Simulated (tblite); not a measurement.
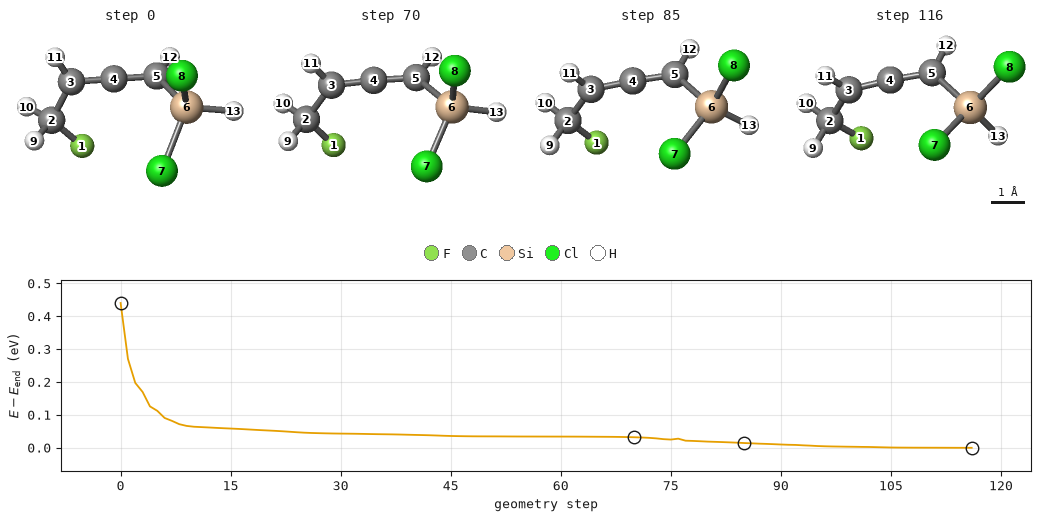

Frames of a relaxation of C₄H₅Cl₂FSi, marked on the history of the run. A ball-and-stick model, seen at a tilt.

All numbers below come from tblite 0.8.0, GFN2-xTB geometry optimisation, gas phase. 

What happens along the run?

The energy falls by 0.441 eV in 116 geometry steps. The atom that moves furthest after the best rigid fit is Cl8 (1.61 Å). Largest moves by element: Cl 1.61 Å, H 0.96 Å, F 0.53 Å, C 0.42 Å, Si 0.18 Å. Among the contacts that change: Si6–Cl7 2.099 → 2.015 Å, Si6–Cl8 2.092 → 2.022 Å, C5–Si6 1.834 → 1.887 Å, C3–H11 1.051 → 1.081 Å. Bond angles that change, for instance: C2–C3–H11 127.5° → 114.6°, Si6–C5–H12 127.7° → 117.6°, C4–C5–Si6 114.0° → 123.3°. Groups turn about C5–Si6 by about 60°. From step 0 to 70: Cl8 moves most (0.42 Å), energy −0.408 eV. From step 70 to 85: Cl atoms move most (0.67 Å), energy −0.018 eV. From step 85 to 116: Cl8 moves most (0.57 Å), energy −0.014 eV.
